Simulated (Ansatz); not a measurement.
## Response to strain in BN

Base system: BN in the wurtzite structure (space group P6_3mc, No. 186; a = 2.541 Å, c = 4.203 Å).

Strains are applied to the cell and any free atomic positions relax.

Computed with PBEsol (Ansatz, an electronic-structure program; PAW; 420 eV plane waves; no spin-orbit coupling).

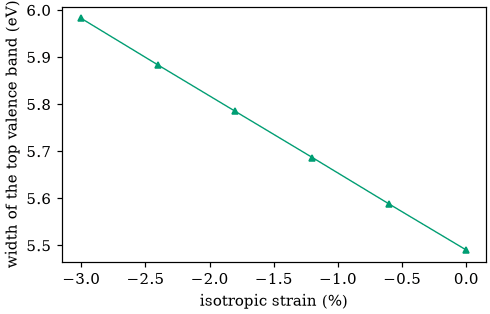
Figure. Width of the top valence band against isotropic strain

Question: From the plot, what is the width of the top valence band for isotropic strain −3.00 %?

Answer: About 5.98 eV.

Question: Is the trend monotonic over the range shown?

Answer: Yes, it falls throughout, spanning 5.49 eV to 5.98 eV.

The levels and masses belong to the bands next to the band gap. Whether these cells are dynamically stable was not tested.
